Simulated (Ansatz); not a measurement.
# TiO2: a line through a two-coordinate scan, part 2 of 2

Aim: follow the energy of TiO2 (I4_1/amd, No. 141; 6 atoms in the cell) along one coordinate, shift of O3 along [0 0 1], with the other held at c/a of the conventional cell at fixed volume = 2.732.

Ansatz 0.2.0; DFT PBE+U, scalar-relativistic, plane waves, PAW.

## 10. Changed: accuracy high, ecutwfc left out

input.yaml reads:

```yaml
crystal:
  lattice:
    - [-1.8682153282, 1.8682153282, 5.1037774551]
    - [1.8682153282, -1.8682153282, 5.1037774551]
    - [1.8682153282, 1.8682153282, -5.1037774551]
  atoms:
    - { symbol: Ti, position: [0.0, 0.0, 0.0] }
    - { symbol: Ti, position: [0.75, 0.25, 0.5] }
    - { symbol: O, position: [0.2154957172, 0.2154957172, 0.0] }
    - { symbol: O, position: [0.9654957172, 0.4654957172, 0.5] }
    - { symbol: O, position: [0.5345042828, 0.0345042828, 0.5] }
    - { symbol: O, position: [0.7845042828, 0.7845042828, 0.0] }
kpoints:
  mp_grid: { grid: [8, 8, 8] }
hamiltonian:
  xc: pbe
  hubbard: { sites: [{ species: Ti, l: d, u_eff: 4.0 }] }
scf:
  occupations: { method: gaussian, width: 0.05 }
output:
  forces: true
  eigenvalues: true
  stress: true
accuracy: high
```

The run is started by

```bash
$ ansatz run input.yaml --threads 2 --pin off --max-ram 4096MiB --backend cpu --events-out ev --progress --plain --runs-dir out
```

The log of the run:

```text
Warning: RAYON_NUM_THREADS=2 ignored (pool sized by the plan → 2); use --threads N
basis.fft_grid_basis auto: the FFT boxes are laid along the combinations [[1, 0, 1], [0, 1, 1], [0, 0, 1]] of the cell's own vectors, 3.736, 3.736 and 5.747 Å long. The dense box has 30×30×45 points. Along the cell's own vectors, as sized, it would have 45×45×45, 2.25 times as many. Of the 16 symmetry operations that the crystal satisfies within crystal.symmetry.tolerance (time reversal apart; of a slab, those that keep its plane) the dense box along the cell's own vectors carries 16, and the one as laid loses 12 of those. basis.fft_grid_basis: typed keeps the cell's own vectors: state it where this run's energies or levels are differenced outside the engine with another run's, or held beside a run that keeps those vectors.
Ti: projections on atomic orbitals take those of the free atom [Ne] 3s2 3p6 3d2 4s2, of charge +0.00 (hamiltonian.pseudopotentials.projection_atoms); the dataset's partial waves leave at most 4.1e-7 of an orbital's norm unspanned inside its sphere
O: projections on atomic orbitals take those of the free atom [He] 2s2 2p4, of charge +0.00 (hamiltonian.pseudopotentials.projection_atoms); the dataset's partial waves leave at most 1.9e-8 of an orbital's norm unspanned inside its sphere
Engine: ansatz 0.2.0, x86_64-unknown-linux-gnu
Pseudopotentials: kind: paw
Pseudopotential: Ti, paw, valence charge 12, recommended cutoff 420 eV (normal), Ti.paw.azcp
Pseudopotential: O, paw, valence charge 6, recommended cutoff 420 eV (normal), O.paw.azcp
Functional definition: PBE
  parameter kappa = 0.804
  parameter beta = 0.06672455060314922
  exchange = pbe_x(kappa = kappa, mu = beta*pi^2/3)
  correlation = pbe_c(beta = beta)
Crystal: 6 atoms, lattice volume = 71.253 Å³
Basis set: ecut = 420 eV, 1373 PW (Γ), FFT grids on a1+a3, a2+a3, a3, exchange–correlation on 60×60×90 points (8 copies of the dense FFT grid, shifted against one another)
Bands: 30, of which v1, the nominal top of the filled ones, is band 24 counted from 1 (23 counted from 0)
Symmetry: 16 space group operations
Space group: I41/amd (ITA 141), of the structure as read, at distance tolerance 4.1e-5 Å
k-points: 59 of 512
Non-local potential: Ti, projectors of the file, l = 0: 3, l = 1: 2, l = 2: 3, l = 3: 1
Non-local potential: O, projectors of the file, l = 0: 2, l = 1: 2, l = 2: 1
PAW form: soft (Blöchl's): semilocal exchange-correlation on the pseudo side does not see the compensation charge
PAW one-centre angular grid: Ti, 590 points (default); XC on 64 Gauss nodes
PAW one-centre angular grid: O, 110 points (default); XC on 64 Gauss nodes
Initial density: superposition of atomic densities (chi_scale 0.1, normalization cell, long waves of neutral atoms under a Hubbard term (reshape's long-wave potential 0.00 eV rms, cloud 2.26 Å wide))
Initial wavefunctions: pseudopotential atomic-orbital guess
Functional: x = pbe(κ = 0.804, μ = 0.2195149727645171), c = pbe(β = 0.06672455060314922)
SCF iter   1: F=—  HF=-7271.094107 eV  |F-HF|=—  |Δ(HF+E_count)|=         —  Δρ=8.90e-2  dr2=6.03e0  ethr=3.10e-3  ⟨swp⟩=4.8  Hψ=6985  notcnv=0
preconditioner: auto → Resta (q_TF=auto, 2.554 Å⁻¹)  ε∞=6.7  [insulator: Δε(μ)=3.189 eV  Ē_g=10.399 eV  σ=0.050 eV  W_gap=1.00  n_scr=24 (ndim 8)  ℏωp=24.9 eV  f_vac=0.000  D(μ)=0.00/eV (n_scr^D=0)  ε∞_Penn≈6.7]
SCF iter   2: F=—  HF=-7270.336411 eV  |F-HF|=—  |Δ(HF+E_count)|=   7.58e-1  Δρ=5.27e-2  dr2=1.34e0  ethr=3.10e-3  ⟨swp⟩=2.8  Hψ=3517  notcnv=0  defer=103
SCF iter   3: F=—  HF=-7270.229442 eV  |F-HF|=—  |Δ(HF+E_count)|=   1.07e-1  Δρ=2.38e-2  dr2=3.67e-1  ethr=2.78e-3  ⟨swp⟩=2.2  Hψ=2672  notcnv=0  defer=103
SCF iter   4: F=—  HF=-7270.259676 eV  |F-HF|=—  |Δ(HF+E_count)|=   3.02e-2  Δρ=6.32e-3  dr2=4.25e-2  ethr=7.64e-4  ⟨swp⟩=2.4  Hψ=2583  notcnv=0  defer=103
SCF iter   5: F=—  HF=-7270.265651 eV  |F-HF|=—  |Δ(HF+E_count)|=   5.98e-3  Δρ=1.88e-3  dr2=4.59e-3  ethr=8.85e-5  ⟨swp⟩=2.6  Hψ=3014  notcnv=0  defer=104
SCF iter   6: F=—  HF=-7270.269368 eV  |F-HF|=—  |Δ(HF+E_count)|=   3.72e-3  Δρ=6.46e-4  dr2=2.85e-4  ethr=9.57e-6  ⟨swp⟩=2.0  Hψ=2500  notcnv=0  defer=104
SCF iter   7: F=—  HF=-7270.269504 eV  |F-HF|=—  |Δ(HF+E_count)|=   1.36e-4  Δρ=9.82e-5  dr2=6.42e-6  ethr=5.94e-7  ⟨swp⟩=2.0  Hψ=2318  notcnv=0  defer=104
SCF iter   8: F=—  HF=-7270.269521 eV  |F-HF|=—  |Δ(HF+E_count)|=   1.72e-5  Δρ=5.13e-5  dr2=2.02e-6  ethr=1.34e-8  ⟨swp⟩=2.0  Hψ=3088  notcnv=0  defer=104
iter 9 met the thresholds in force, and the SCF goes on for the forces or the stress (scf.convergence.dr2_threshold)
SCF iter   9: F=-7270.269521 eV  HF=-7270.269521 eV  |F-HF|=2.72e-8  |Δ(HF+E_count)|=   6.44e-8  Δρ=4.91e-6  dr2=1.88e-8  ethr=2.08e-10  ⟨swp⟩=8.6  Hψ=8353  notcnv=0
SCF iter  10: F=—  HF=-7270.269521 eV  |F-HF|=—  |Δ(HF+E_count)|=   2.94e-8  Δρ=1.22e-6  dr2=1.31e-9  ethr=3.91e-11  ⟨swp⟩=2.0  Hψ=2462  notcnv=0
SCF iter  11: F=-7270.269521 eV  HF=-7270.269521 eV  |F-HF|=5.82e-11  |Δ(HF+E_count)|=   2.55e-9  Δρ=2.80e-7  dr2=5.00e-11  ethr=1.00e-12  ⟨swp⟩=3.1  Hψ=7405  notcnv=0
SCF 1 converged in 11 iterations: F = -7270.269521 eV  dr2 = 5.00e-11
SCF converged after 11 iterations
Free energy (F): -7270.269521 eV
Harris-Foulkes:  -7270.269521 eV  (|F-HF|=5.82e-11)
Internal energy: -7270.269521 eV  (E = F + TS)
E sigma→0 (E₀):  -7270.269521 eV
Fermi energy:    8.514098 eV
--- Per-component energies (eV) ---
  E_band       = -482.314584
  E_kinetic    = 1242.639213
  E_local      = -3562.029946  (includes V_loc(G=0)·N_el)
  E_nonlocal   = 193.869170
  E_hartree    = 1367.241215
  E_xc         = -491.966553
  E_vxc        = -622.840273  (∫ρ·V_xc dr)
  E_hubbard    = 6.481200  (on-site DFT+U / exact-exchange correction)
  E_vhub       = 4.565173  (the Hubbard potential's part of the band-sum identity)
  E_paw        = -2720.216277  (= ΣΔE_a)
  E_vpaw       = -473.010210  (= ΣTr[D̂ρ^β])
  E_aug_tail   = 0.010005  (compensation charges beyond the density's cutoff)
  E_ewald      = -3306.297548
  E_smearing   = -0.000000  (= −TS)
  E_closure    = 0.000000  (closes the sum)
  Σ components = -7270.269521   (vs F -7270.269521, Δ=0.00e0)
--- Forces (eV/Å), atoms counted from 1 ---
  atom   1  Ti     0.00000000    -0.00000000     0.00000000
  atom   2  Ti     0.00000000     0.00000000     0.00000000
  atom   3  O     -0.00000000     0.00000000    -1.50961468
  atom   4  O     -0.00000000    -0.00000000    -1.50961468
  atom   5  O     -0.00000000    -0.00000000     1.50961468
  atom   6  O      0.00000000     0.00000000     1.50961468
  max |Σ_I F_I| component: 2.22e-16 eV/Å
--- Stress (GPa, compression-positive) ---
        7.906932       0.000000      -0.000000
        0.000000       7.906932      -0.000000
        0.000000       0.000000     -14.597747
  P = ⅓ Tr σ = 0.4054 GPa (4.054 kbar)
--- Band table (eV; the first three rows and the last of 59) ---
  k-point 0: bands = ["-50.4646", "-50.4298", "-26.8148", "-26.6162", "-26.6162", "-26.5808", "-26.5793", "-26.5793", "-10.4038", "-9.4874", "-9.3595", "-9.0759", "3.3107", "3.7391", "3.9286", "3.9286", "5.2115", "5.2115", "5.5033", "6.1759", "6.2163", "6.2163", "6.6713", "6.6713", "9.6417", "10.0931", "11.0296", "11.0296", "11.1526", "11.1526"]
  k-point 1: bands = ["-50.4624", "-50.4310", "-26.8108", "-26.6426", "-26.6267", "-26.5937", "-26.5863", "-26.5726", "-10.2397", "-9.3748", "-9.2947", "-9.0273", "3.4010", "3.5191", "3.6238", "3.6878", "4.8659", "5.0357", "5.5792", "5.8451", "6.0800", "6.1456", "6.2427", "6.8745", "10.1819", "10.2126", "10.4907", "10.7795", "10.8247", "11.0490"]
  k-point 2: bands = ["-50.4564", "-50.4337", "-26.8015", "-26.6909", "-26.6514", "-26.6281", "-26.5998", "-26.5717", "-9.8088", "-9.1311", "-9.1077", "-8.9148", "2.8744", "3.0582", "3.5175", "3.6837", "4.2107", "4.2239", "4.7746", "4.9897", "5.5908", "6.2418", "6.4983", "7.0740", "10.2074", "10.3946", "10.7373", "10.7828", "11.1241", "11.4092"]
  k-point 58: bands = ["-50.4479", "-50.4479", "-26.6994", "-26.6994", "-26.6301", "-26.6301", "-26.5660", "-26.5660", "-9.9801", "-9.9801", "-9.2011", "-9.2011", "3.5762", "3.5762", "3.9391", "3.9391", "5.5410", "5.5410", "5.5999", "5.5999", "5.7585", "5.7585", "6.9116", "6.9116", "9.8622", "9.8622", "11.1024", "11.1024", "11.1111", "11.1111"]
Occupation matrices written to <dir>
```

Wall time 17 s (2 threads of Intel Xeon at 2.50GHz (Skylake/Cascade Lake), shared host); peak memory 0.52 GiB.

```
    run     ending  energy change  pressure (GPa)  gap (eV)  force (eV/Å)  cycles  time
 step 9  converged              0             0.4      2.26          1.51       9  18 s
variant  converged  +3.9 meV/atom             0.4      2.26          1.51      11  17 s
```

Changing the accuracy level and cutoff moves the energy by +3.9 meV/atom.

## 11. Grid point (0.15 Å, 2.732)

input.yaml reads:

```yaml
crystal:
  lattice:
    - [-1.8682153282, 1.8682153282, 5.1037774551]
    - [1.8682153282, -1.8682153282, 5.1037774551]
    - [1.8682153282, 1.8682153282, -5.1037774551]
  atoms:
    - { symbol: Ti, position: [0.0, 0.0, 0.0] }
    - { symbol: Ti, position: [0.75, 0.25, 0.5] }
    - { symbol: O, position: [0.2206094541, 0.2206094541, 0.0] }
    - { symbol: O, position: [0.9706094541, 0.4706094541, 0.5] }
    - { symbol: O, position: [0.5293905459, 0.0293905459, 0.5] }
    - { symbol: O, position: [0.7793905459, 0.7793905459, 0.0] }
basis:
  ecutwfc: 520.0
kpoints:
  mp_grid: { grid: [8, 8, 8] }
hamiltonian:
  xc: pbe
  hubbard: { sites: [{ species: Ti, l: d, u_eff: 4.0 }] }
scf:
  occupations: { method: gaussian, width: 0.05 }
output:
  forces: true
  stress: true
  eigenvalues: true
```

The run is started by

```bash
$ ansatz run input.yaml --threads 2 --pin off --max-ram 4096MiB --backend cpu --events-out ev --progress --plain --runs-dir out
```

The log of the run, cut to the lines that bear on the results:

```text
[...]
SCF converged after 9 iterations
Free energy (F): -7269.945518 eV
[...]
E sigma→0 (E₀):  -7269.945518 eV
Fermi energy:    8.571690 eV
[...]
--- Forces (eV/Å), atoms counted from 1 ---
  atom   1  Ti     0.00000000    -0.00000000     0.00000000
  atom   2  Ti     0.00000000     0.00000000     0.00000000
  atom   3  O     -0.00000000    -0.00000000    -1.79989045
  atom   4  O      0.00000000    -0.00000000    -1.79989045
  atom   5  O      0.00000000     0.00000000     1.79989045
  atom   6  O      0.00000000     0.00000000     1.79989045
[...]
--- Stress (GPa, compression-positive) ---
        9.830747       0.000000      -0.000000
        0.000000       9.830747      -0.000000
        0.000000       0.000000     -16.733940
  P = ⅓ Tr σ = 0.9759 GPa (9.759 kbar)
--- Band table (eV; the first three rows and the last of 59) ---
[...]
Occupation matrices written to <dir>
```

Run time: 20 s. Hardware: 2 threads of Intel Xeon at 2.50GHz (Skylake/Cascade Lake), shared host; peak memory 0.59 GiB.

Energy on the map's scale: 155 meV/atom.

## 12. Results

The summary covers parts 1 to 2.

| shift of O3 along [0 0 1], its symmetry partners moved as symmetry demands (measured in the relaxed cell) (Å) | step | energy (meV/atom) | slope (meV/atom per Å) | pressure (GPa) | band gap on the k-mesh (eV) | largest force on an atom (eV/Å) |
| --- | --- | --- | --- | --- | --- | --- |
| −0.15 | 3 | 79 | −1401 | 7.3 | 2.89 | 2.01 |
| −0.10 | 4 | 28 | −648 | 4.0 | 2.89 | 0.93 |
| −0.05 | 5 | 11 | −51 | 1.9 | 2.84 | 0.07 |
| 0.00 | 7 | 21 | 416 | 0.7 | 2.64 | 0.60 |
| 0.05 | 8 | 51 | 777 | 0.3 | 2.46 | 1.12 |
| 0.10 | 9 | 97 | 1051 | 0.4 | 2.26 | 1.51 |
| 0.15 | 11 | 155 | 1253 | 1.0 | 2.06 | 1.80 |

Energies count from the relaxed crystal. Slopes come from the forces (and the stress, where the cell changes), not from differences of energies.

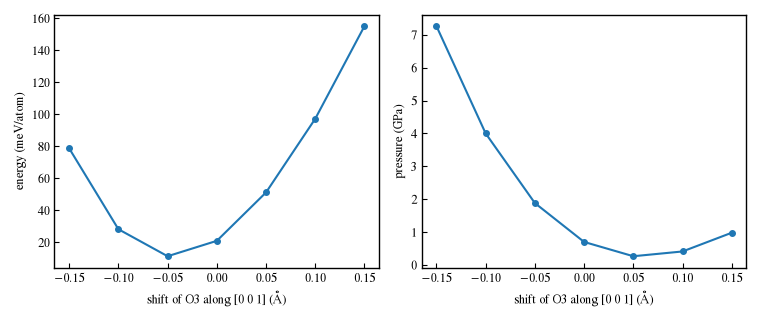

Energy and pressure along the line.

```
                                                                run        outcome
step 6, run with ecutrho_ratio 8, n_extra_bands 16 (against step 5)   0.0 meV/atom
 step 10, run with accuracy high, ecutwfc left out (against step 9)  +3.9 meV/atom
```

**Reading.** Along the line the energy is lowest at −0.05 Å, 11 meV/atom from the zero. Energies and slopes round the minimum, fitted together, put the minimum at −0.045 Å, with a curvature of about 10000 meV/atom per Å². The well is lopsided: two grid steps out, the energy rises by 67 meV/atom towards smaller values and 40 meV/atom towards larger ones. The highest point computed, at 0.15 Å, lies 144 meV/atom above the lowest. This is one cut through a surface in two coordinates; the map's lowest point lies off it. A rigid map gives upper bounds: relaxing the other coordinates can only lower a point.
